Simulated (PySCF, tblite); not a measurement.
# C₅H₉NOSi: geometry, infrared bands and NMR shifts

What infrared bands and NMR shifts should C₅H₉NOSi (`CC[C@H](C#N)C(=O)[SiH3]`) show?

The runs use tblite 0.8.0 and PySCF 2.14.0, with density-fitted response routines of our own; the level of theory stands in each step. All values are computed, except where a source is named. Atoms count from 0, in the outputs and in this text.

## (1) Starting geometry

17 atoms, charge 0, multiplicity 1; geometry from: force field or distance geometry start.

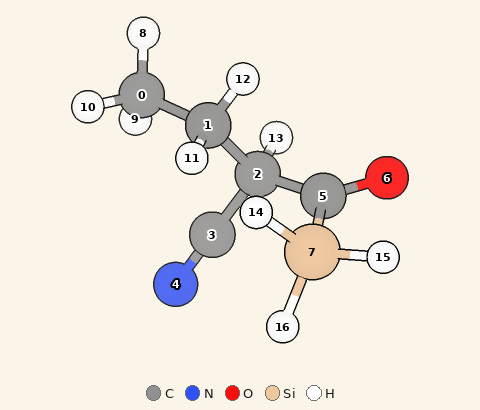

The starting geometry (carbon grey, nitrogen blue, oxygen red, silicon light orange, hydrogen white), atoms numbered.

## (2) Relaxing the molecule with GFN2-xTB

Job settings and geometry (Å):

```
{"job": {"kind": "relax", "xc": "GFN2-xTB", "basis": "xTB"}, "charge": 0, "multiplicity": 1}
C     -2.273700     0.304100     0.039200
C     -0.843700     0.455300    -0.334500
C     -0.070600    -0.861300    -0.251800
C     -0.170700    -1.334600     1.095800
N     -0.243500    -1.718800     2.193900
C      1.286200    -0.592100    -0.731600
O      1.727800    -1.188000    -1.716700
Si     2.381600     0.641100     0.139000
H     -2.964500     0.466900    -0.808900
H     -2.503400    -0.712900     0.442500
H     -2.582000     1.059300     0.822700
H     -0.321900     1.237700     0.292400
H     -0.775200     0.800500    -1.366000
H     -0.579000    -1.583100    -0.955300
H      1.613100     1.919400     0.258700
H      3.596100     0.895700    -0.621600
H      2.716500     0.222700     1.492400
```

Run with:

```sh
$ OMP_NUM_THREADS=1 python probes_run.py task.json out
```

One launch serves the whole session: the jobs run in the order shown.

The log of the run:

```text
step      E/eV     max force
  0    -651.19961    2.907
  1    -651.15242    9.904
  2    -651.40416    2.605
  3    -651.44044    2.614
  4    -651.49604    0.415
  5    -651.50667    0.246
  6    -651.51987    0.468
  7    -651.52923    0.331
  8    -651.53387    0.188
  9    -651.53906    0.239
 10    -651.54477    0.280
 11    -651.55132    0.278
 12    -651.55663    0.165
 13    -651.55976    0.110
 14    -651.56202    0.141
 15    -651.56522    0.186
 16    -651.56934    0.183
 17    -651.57351    0.165
 18    -651.57674    0.162
 19    -651.57926    0.158
 20    -651.58141    0.123
 21    -651.58316    0.112
 22    -651.58445    0.080
 23    -651.58558    0.086
 24    -651.58698    0.095
 25    -651.58872    0.114
 26    -651.59046    0.126
 27    -651.59204    0.132
 28    -651.59387    0.125
 29    -651.59637    0.146
 30    -651.59939    0.151
 31    -651.60218    0.129
 32    -651.60432    0.147
 33    -651.60631    0.142
 34    -651.60919    0.159
 35    -651.61315    0.200
 36    -651.61727    0.174
 37    -651.62126    0.192
 38    -651.62494    0.225
 39    -651.62910    0.299
 40    -651.63524    0.225
 41    -651.64873    0.236
 42    -651.65449    0.179
 43    -651.66051    0.252
 44    -651.66619    0.278
 45    -651.67204    0.198
 46    -651.68123    0.162
 47    -651.68559    0.156
 48    -651.68955    0.132
 49    -651.69203    0.121
 50    -651.69437    0.107
 51    -651.69688    0.133
 52    -651.69918    0.117
 53    -651.70126    0.153
 54    -651.70278    0.142
 55    -651.70400    0.106
 56    -651.70509    0.081
 57    -651.70624    0.078
 58    -651.70730    0.089
 59    -651.70819    0.081
 60    -651.70901    0.067
 61    -651.71000    0.080
 62    -651.71112    0.080
 63    -651.71215    0.061
 64    -651.71281    0.052
 65    -651.71337    0.069
 66    -651.71400    0.063
 67    -651.71448    0.036
 68    -651.71471    0.028
 69    -651.71483    0.033
 70    -651.71501    0.037
 71    -651.71525    0.042
 72    -651.71549    0.032
 73    -651.71563    0.026
 74    -651.71571    0.022
 75    -651.71583    0.024
 76    -651.71600    0.030
 77    -651.71619    0.028
 78    -651.71635    0.029
 79    -651.71646    0.031
 80    -651.71661    0.043
 81    -651.71682    0.048
 82    -651.71704    0.035
 83    -651.71721    0.035
 84    -651.71735    0.032
 85    -651.71756    0.051
 86    -651.71792    0.068
 87    -651.71842    0.071
 88    -651.71890    0.051
 89    -651.71928    0.042
 90    -651.71965    0.050
 91    -651.72011    0.053
 92    -651.72061    0.067
 93    -651.72103    0.057
 94    -651.72140    0.055
 95    -651.72185    0.061
 96    -651.72242    0.053
 97    -651.72297    0.064
 98    -651.72335    0.060
 99    -651.72362    0.049
100    -651.72392    0.067
101    -651.72436    0.067
102    -651.72507    0.067
103    -651.72560    0.059
104    -651.72591    0.072
105    -651.72617    0.122
106    -651.72653    0.080
107    -651.72682    0.089
108    -651.72711    0.041
109    -651.72725    0.039
110    -651.72753    0.063
111    -651.72800    0.084
112    -651.72835    0.046
113    -651.72855    0.033
114    -651.72877    0.046
115    -651.72898    0.052
116    -651.72931    0.042
117    -651.72971    0.047
118    -651.73002    0.038
119    -651.73016    0.023
120    -651.73023    0.015
121    -651.73030    0.019
122    -651.73036    0.022
123    -651.73043    0.019
124    -651.73046    0.014
125    -651.73048    0.008
```

Run time: 2.8 s. Hardware: 1 thread of AMD EPYC, shared host; peak memory 0.18 GiB.

Relaxation path: (not every step is listed) (the energy doesn't fall at every step)

```
step  energy from step 0 (eV)  largest force (eV/Å)
   0                   0.0000                2.9072
   1                   0.0472                9.9037
   2                  -0.2046                2.6045
   3                  -0.2408                2.6140
   4                  -0.2964                0.4150
   5                  -0.3071                0.2460
   6                  -0.3203                0.4679
   7                  -0.3296                0.3313
   8                  -0.3343                0.1875
  19                  -0.3796                0.1583
  30                  -0.3998                0.1512
  41                  -0.4491                0.2360
  52                  -0.4996                0.1172
  63                  -0.5125                0.0608
  74                  -0.5161                0.0217
  85                  -0.5180                0.0514
  96                  -0.5228                0.0535
 107                  -0.5272                0.0890
 118                  -0.5304                0.0378
 120                  -0.5306                0.0151
 121                  -0.5307                0.0189
 122                  -0.5308                0.0225
 123                  -0.5308                0.0188
 124                  -0.5308                0.0144
 125                  -0.5309                0.0083
```

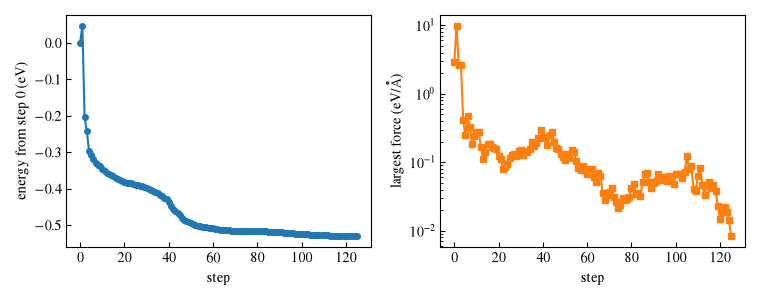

Energy and force, step by step.

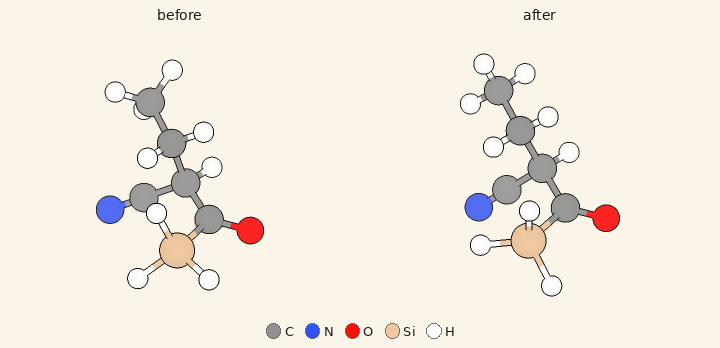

Before and after, at one scale.

Distances of close pairs at the start and the end, largest changes first:

```
   bond  before (Å)  after (Å)  change (Å)
  C2–C5       1.464      1.535      +0.071
 C5–Si7       1.865      1.927      +0.062
 C0–H10       1.131      1.087      -0.044
  C0–C1       1.486      1.524      +0.038
 C1–H11       1.130      1.093      -0.038
Si7–H14       1.496      1.464      -0.032
 C2–H13       1.129      1.098      -0.031
  C0–H9       1.118      1.088      -0.030
```

The end geometry stands in the next job.

## (3) Harmonic vibrations with GFN2-xTB

Job settings and geometry (Å):

```
{"job": {"kind": "ir", "xc": "GFN2-xTB", "basis": "xTB"}, "charge": 0, "multiplicity": 1}
C     -2.350320     0.277828     0.170635
C     -0.905455     0.535555    -0.240206
C     -0.119774    -0.776870    -0.386214
C     -0.057513    -1.481420     0.867466
N      0.007000    -2.041244     1.862806
C      1.322104    -0.511651    -0.841225
O      1.755517    -1.057691    -1.825457
Si     2.419700     0.697163     0.181471
H     -2.855501    -0.344488    -0.565305
H     -2.387851    -0.228360     1.132991
H     -2.890827     1.217710     0.252931
H     -0.417048     1.165414     0.507317
H     -0.879042     1.060568    -1.197741
H     -0.607727    -1.430592    -1.121451
H      2.071722     2.045983    -0.270419
H      3.802886     0.366074    -0.128995
H      2.085131     0.518052     1.591487
```

The log of the run:

```text
mode    cm-1     km/mol
  1      41.4      5.33
  2      72.6      0.25
  3     109.1      4.61
  4     116.1      1.74
  5     138.2      0.58
  6     166.0      2.40
  7     235.8      1.37
  8     266.4      8.42
  9     343.2      4.98
 10     385.6     22.94
 11     415.2      9.82
 12     486.1     15.36
 13     534.7     25.11
 14     571.7     32.06
 15     625.3     26.50
 16     653.5     13.63
 17     759.3    163.88
 18     769.9    180.62
 19     772.5    315.08
 20     815.1     12.72
 21     920.8      2.24
 22     988.1      7.65
 23    1043.8     64.62
 24    1078.3      7.23
 25    1105.7      6.69
 26    1123.9     18.00
 27    1202.8      2.83
 28    1233.0      2.36
 29    1283.7      6.19
 30    1323.3      3.37
 31    1417.7      3.92
 32    1480.8      0.46
 33    1497.6      5.33
 34    1499.0      2.79
 35    1735.3    260.03
 36    2264.0    224.25
 37    2304.5    195.86
 38    2345.3    262.23
 39    2396.0    218.16
 40    2910.2      9.02
 41    2971.3     34.21
 42    2982.9     27.46
 43    3034.0     35.41
 44    3040.2     25.61
 45    3044.6     20.53
```

Run time: 1.8 s. Hardware: 1 thread of AMD EPYC, shared host; peak memory 0.18 GiB.

Which atoms move in the most intense modes:

```
cm⁻¹  km/mol                         atoms
 759   163.9  H16 60 %, H15 26 %, H14 10 %
 770   180.6  H14 42 %, H16 29 %, H15 23 %
 772   315.1            H14 44 %, H15 37 %
1735   260.0              C5 59 %, O6 41 %
2264   224.2                      H14 97 %
2304   195.9                      H16 96 %
2345   262.2                      H15 96 %
2396   218.2              C3 60 %, N4 39 %
```

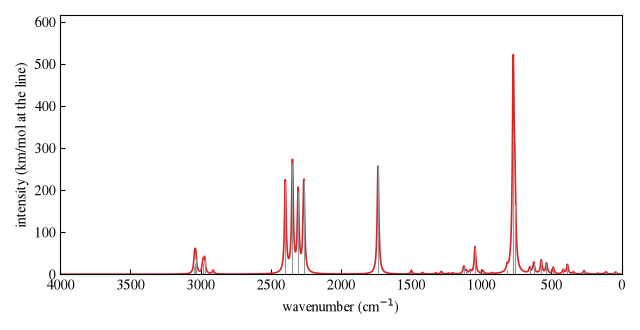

The infrared spectrum from these modes, unscaled. Lines are broadened to a width of 14 cm⁻¹ (Lorentzian).

## (4) Nuclear shieldings: PBE0/pcSseg-1

Settings changed since step 3:

```diff
@@ -1,2 +1,2 @@
-{"job": {"kind": "ir", "xc": "GFN2-xTB", "basis": "xTB"}, "charge": 0, "multiplicity": 1}
+{"job": {"kind": "nmr", "xc": "PBE0", "basis": "pcSseg-1"}, "charge": 0, "multiplicity": 1}
 C     -2.350320     0.277828     0.170635
```

With the program's defaults for keys left out, this is: GIAO PBE0/pcSseg-1 NMR shielding, non-relativistic, gas phase.

The log of the run:

```text
coarse grid: 14784 points
cycle   1  E = -614.6121044908  dE =  9.575e-01  |g| = 8.551e-01  |ddm| = 3.712e+00
cycle   2  E = -613.9772807132  dE =  6.348e-01  |g| = 1.977e+00  |ddm| = 2.541e+00
cycle   3  E = -614.7616434687  dE = -7.844e-01  |g| = 1.391e-01  |ddm| = 1.962e+00
cycle   4  E = -614.7652301931  dE = -3.587e-03  |g| = 7.712e-02  |ddm| = 1.749e-01
cycle   5  E = -614.7664365818  dE = -1.206e-03  |g| = 3.331e-02  |ddm| = 7.331e-02
cycle   6  E = -614.7666536878  dE = -2.171e-04  |g| = 7.979e-03  |ddm| = 2.614e-02
cycle   7  E = -614.7666662155  dE = -1.253e-05  |g| = 2.419e-03  |ddm| = 6.540e-03
cycle   8  E = -614.7666674311  dE = -1.216e-06  |g| = 5.313e-04  |ddm| = 2.976e-03
final grid: 138520 points
cycle   9  E = -614.8236286777  dE = -2.022e-05  |g| = 1.169e-02  |ddm| = 2.912e-02
cycle  10  E = -614.8235532077  dE =  7.547e-05  |g| = 2.311e-02  |ddm| = 2.534e-02
cycle  11  E = -614.8236549345  dE = -1.017e-04  |g| = 2.524e-03  |ddm| = 1.798e-02
cycle  12  E = -614.8236562354  dE = -1.301e-06  |g| = 5.534e-04  |ddm| = 1.994e-03
cycle  13  E = -614.8236562858  dE = -5.039e-08  |g| = 2.656e-04  |ddm| = 5.151e-04
cycle  14  E = -614.8236563010  dE = -1.515e-08  |g| = 4.838e-05  |ddm| = 2.219e-04
cycle  15  E = -614.8236563015  dE = -5.321e-10  |g| = 1.222e-05  |ddm| = 5.800e-05
converged SCF energy = -614.8236563015

GIAO shielding tensors (ppm)
atom      isotropic    diamagn.    paramagn.     s11        s22        s33       span
  0 C      172.788     245.721     -72.933    162.329    169.135    186.899     24.570
  1 C      159.871     249.788     -89.918    153.006    160.632    165.973     12.967
  2 C      131.071     252.696    -121.625    109.334    121.042    162.836     53.502
  3 C       64.921     263.112    -198.191    -54.028    -40.719    289.509    343.537
  4 N      -48.444     340.666    -389.110   -219.576   -201.706    275.950    495.526
  5 C      -49.712     249.451    -299.163   -147.124    -86.582     84.571    231.695
  6 O     -527.508     397.183    -924.692  -1392.540   -506.654    316.668   1709.208
  7 Si     441.129     880.021    -438.892    398.500    452.011    472.877     74.378
  8 H       30.733      28.975       1.759     26.309     28.386     37.505     11.196
  9 H       29.972      29.553       0.419     25.497     29.359     35.059      9.562
 10 H       30.253      28.013       2.240     25.579     27.492     37.687     12.108
 11 H       29.725      32.872      -3.148     25.179     28.639     35.357     10.178
 12 H       30.134      32.296      -2.162     25.646     28.842     35.916     10.270
 13 H       28.780      32.182      -3.402     26.352     27.791     32.196      5.844
 14 H       27.564      29.404      -1.840     24.146     27.353     31.194      7.047
 15 H       27.956      28.724      -0.767     24.726     25.884     33.260      8.534
 16 H       26.848      29.804      -2.956     23.209     27.677     29.659      6.449
```

Run time: 87 s. Hardware: 1 thread of AMD EPYC, shared host; peak memory 0.84 GiB.

Shifts follow as δ = σ(reference) − σ, with reference shieldings (ppm) from runs at the same level and on the same kind of geometry: ¹H TMS 31.72, ¹³C TMS 186.9, ²⁹Si TMS 349.2, ¹⁵N NH3 267.7, ¹⁷O H2O 336.1. The references are single molecules in the gas phase, so shifts against H2O, NH3, PH3, H3PO4 or CFCl3 are not on the usual liquid scales and can be off by tens of ppm. Atoms listed in one row are averaged.

```
        atoms                            environment  σ (ppm)  δ (ppm)  δ scaled to CDCl3
           C5                        carbonyl carbon    -49.7    236.6              229.0
           C3                         nitrile carbon     64.9    122.0              117.2
           C2                 sp3 CH α to a carbonyl    131.1     55.9               52.6
           C1                                sp3 CH2    159.9     27.1               24.5
           C0                          methyl carbon    172.8     14.1               11.9
H14, H15, H16      hydrogen on a silicon bonded to C    27.46     4.26                  –
          H13  hydrogen on an sp3 CH α to a carbonyl    28.78     2.94               2.87
          H11                 hydrogen on an sp3 CH2    29.72     1.99               1.98
          H12                 hydrogen on an sp3 CH2    30.13     1.58               1.60
  H8, H9, H10            hydrogen on a methyl carbon    30.32     1.40               1.42
           N4                       nitrile nitrogen    -48.4    316.2                  –
           O6                        carbonyl oxygen   -527.5    863.6                  –
          Si7               silicon bonded to C, 3 H    441.1    -92.0                  –
```

The scaled column applies a straight-line fit of computed shieldings to shifts measured in CDCl3 (root-mean-square error 0.16 ppm for H, 1.9 ppm for C).

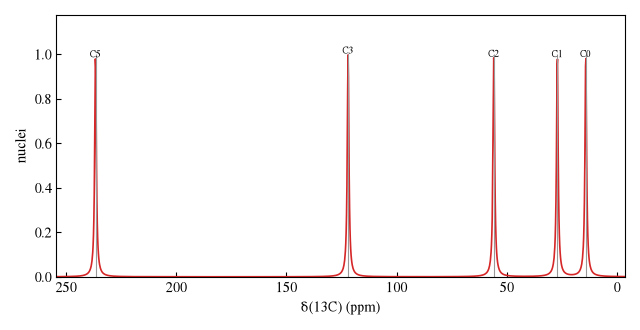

¹³C lines at the computed shifts, without couplings. Lines are broadened to a width of 0.89 ppm (Lorentzian).

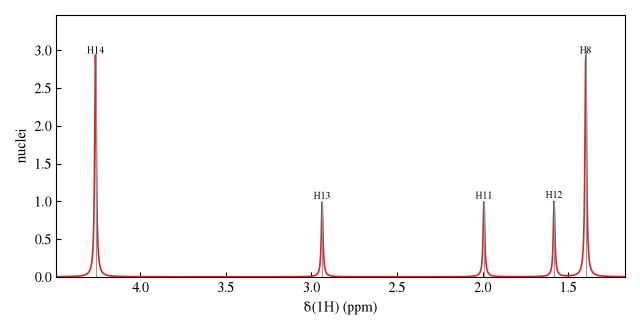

¹H lines at the computed shifts, without couplings. Lines are broadened to a width of 0.01 ppm (Lorentzian).

The run also stored atomic charges by several schemes (e):

```
atoms  Mulliken    IAO  Hirshfeld  ESP fit
   C0     -0.25  -0.42      -0.11    -0.42
   C1     -0.24  -0.24      -0.05     0.17
   C2     -0.31  -0.20      -0.02    -0.03
   C3      0.13   0.13       0.09     0.31
   N4     -0.23  -0.24      -0.22    -0.46
   C5      0.08   0.15       0.09     0.31
   O6     -0.31  -0.36      -0.20    -0.42
  Si7      0.44   0.53       0.31     0.36
```

Hirshfeld charges:

C0 -0.11; C1 -0.05; C2 -0.02; C3 0.09; N4 -0.22; C5 0.09; O6 -0.20; Si7 0.31; H8 0.05; H9 0.04; H10 0.05; H11 0.04; H12 0.05; H13 0.07; H14 -0.07; H15 -0.06; H16 -0.07

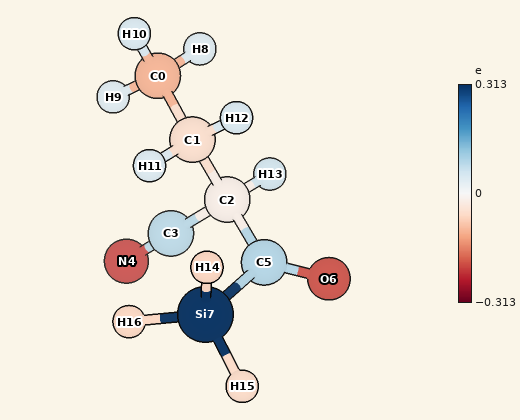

Hirshfeld charges, as colours on the atoms.

Mayer bond orders: C0–C1 1.07, C1–C2 0.98, C2–C3 0.96, C3–N4 3.03, C2–C5 0.89, C5–O6 1.99, C5–Si7 0.82.

Orbitals, density, ELF and potential are computed afterwards from the orbital file.

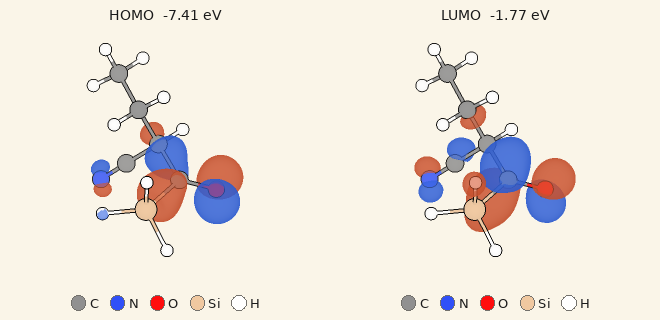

Frontier orbitals at PBE0/pcSseg-1; each surface holds 70 % of the orbital's density, blue and red mark the sign.

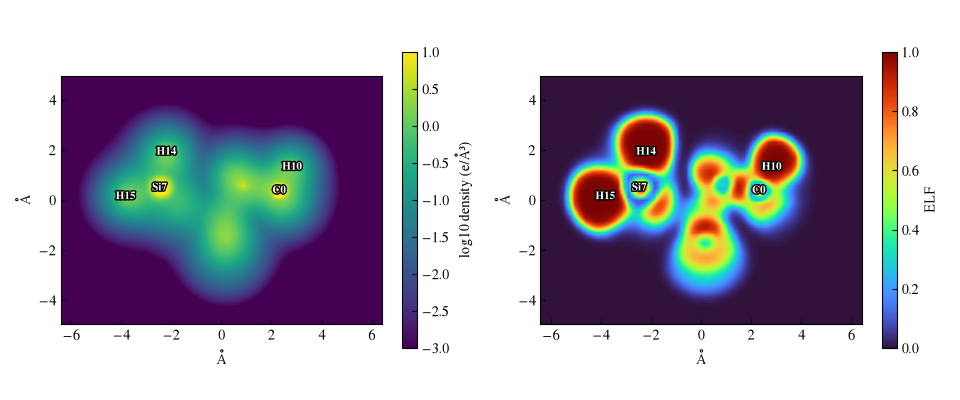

Density (left) and ELF (right) in a plane through or near 5 of the atoms.

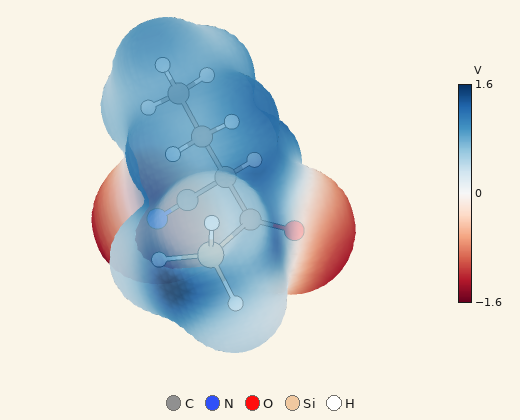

Electrostatic potential on the surface of density 0.002 e/bohr³; red is low, blue high. It runs from -1.60 V near N4 to 1.35 V near H15.

## (5) Results

```
                                                              quantity                               value
                             strongest single infrared mode (GFN2-xTB)                772 cm⁻¹, 315 km/mol
                                          zero-point energy (GFN2-xTB)                       77.9 kcal/mol
                                ¹³C shifts against TMS (PBE0/pcSseg-1)  236.6, 122.0, 55.9, 27.1, 14.1 ppm
¹H shifts against TMS (PBE0/pcSseg-1, means over atoms taken as alike)    4.26, 2.94, 1.99, 1.58, 1.40 ppm
                                ¹⁵N shifts against NH3 (PBE0/pcSseg-1)                           316.2 ppm
                                ¹⁷O shifts against H2O (PBE0/pcSseg-1)                           863.6 ppm
                               ²⁹Si shifts against TMS (PBE0/pcSseg-1)                           -92.0 ppm
                                 surface potential, least and greatest                  -1.60 V and 1.35 V
```

Over 125 steps the energy fell by 0.531 eV; of the close pairs, C2–C5 changed most, 1.464 to 1.535 Å. No mode is imaginary among the 45: a minimum at this level. Unscaled tight-binding wavenumbers are off by several per cent, some by more. Its intensities can rank the bands wrongly. At PBE0/pcSseg-1: Shielding is most anisotropic at O6 (span 1709 ppm, paramagnetic term -925 ppm). At PBE0/pcSseg-1, counted by nearest atom on the grid, the HOMO lies on O6 51 %; C2, C5 about 12 % each, the LUMO on C5 42 %; O6 30 %.
